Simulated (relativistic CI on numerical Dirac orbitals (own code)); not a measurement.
# Ti²⁺: 3d valence photoemission multiplets

Aim: the 3d valence photoemission spectrum of Ti²⁺ in 4 surroundings, from the same atomic integrals.

Method: Dirac-Coulomb-Breit CI, KLI orbitals optimised for each configuration, model QED (radiative potential, 1s self-energy scaled to tabulated hydrogen-like ionisation energies), valence Slater integrals scaled by 0.9, multiplet model of photoemission in the sudden approximation. Code: relativistic CI on numerical Dirac orbitals (own code) version 1.

### 1 What is computed

* ion: Ti²⁺ (Ti III)
* nuclear charge: 22
* electrons: 20
* configurations: [Ar] 3d2 → [Ar] 3d
* temperature: 300 K
* widths: Lorentz 0.3 eV, Gauss 0.5 eV
* surrounding 1: free ion
* surrounding 2: Oh, 10Dq = 3250 cm⁻¹
* surrounding 3: Oh, 10Dq = 8950 cm⁻¹
* surrounding 4: Oh, 10Dq = 14700 cm⁻¹

### 2 Surrounding 1: free ion

Settings of the run:

```ini
atom Ti  Z=22  charge=2  electrons=20
nucleus A=48  rms_radius_fm=3.5921
hamiltonian dirac-coulomb  breit=on  qed=on  c_scale=1
orbitals kli  potential=per-configuration
slater_scale 0.9
correlation none
mixing on
configurations
  [Ar] 3d2
  [Ar] 3d
end
photoemission 3d valence T=300 lorentz=0.3 gauss=0.5
crystal_field free
```

### 3 Surrounding 2: Oh, 10Dq = 3250

Settings: those of step 2 with these lines changed.

```diff
@@ -12,2 +12,2 @@
 photoemission 3d valence T=300 lorentz=0.3 gauss=0.5
-crystal_field free
+crystal_field Oh 10Dq=3250
```

### 4 Surrounding 3: Oh, 10Dq = 8950

Settings: those of step 3 with these lines changed.

```diff
@@ -12,2 +12,2 @@
 photoemission 3d valence T=300 lorentz=0.3 gauss=0.5
-crystal_field Oh 10Dq=3250
+crystal_field Oh 10Dq=8950
```

### 5 Surrounding 4: Oh, 10Dq = 14700

Settings: those of step 4 with these lines changed.

```diff
@@ -12,2 +12,2 @@
 photoemission 3d valence T=300 lorentz=0.3 gauss=0.5
-crystal_field Oh 10Dq=8950
+crystal_field Oh 10Dq=14700
```

(Steps that only read results are left out.)

What does the calculation give? Wanted: highest peak, first run; ground spin.

The runs gave:

| surrounding | ground S | centroid (eV) | spread (eV) | up to four highest peaks (% of the highest), eV |
| --- | --- | --- | --- | --- |
| 1: free | 1.00 | 26.43 | 0.02 | 26.4 (100) |
| 2: Oh | 1.00 | 26.55 | 0.10 | 26.5 (100) |
| 3: Oh | 1.00 | 26.78 | 0.20 | 26.7 (100) |
| 4: Oh | 1.00 | 27.03 | 0.26 | 27.0 (100) |

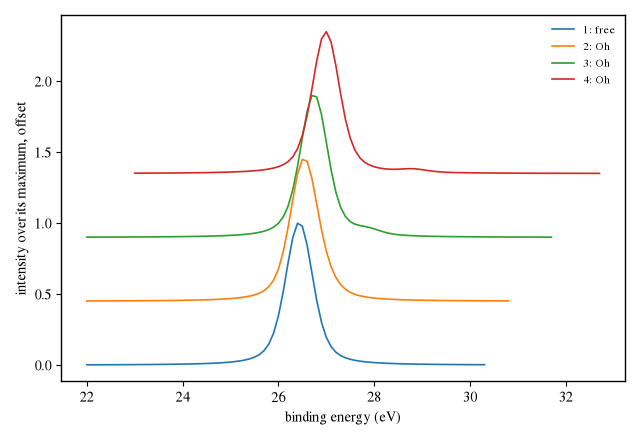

The spectra, each scaled to its maximum and offset.

| quantity | value |
| --- | --- |
| highest peak, first run | 26.4 eV |
| ground spin (effective S from ⟨S²⟩) | 1.00 |

In words: The position of the maximum differs by up to 0.6 eV between the surroundings, by shifts of peaks or by peaks exchanging rank. Energies are those of the free ion without screening by ligands; binding energies in solids differ by tens of eV.
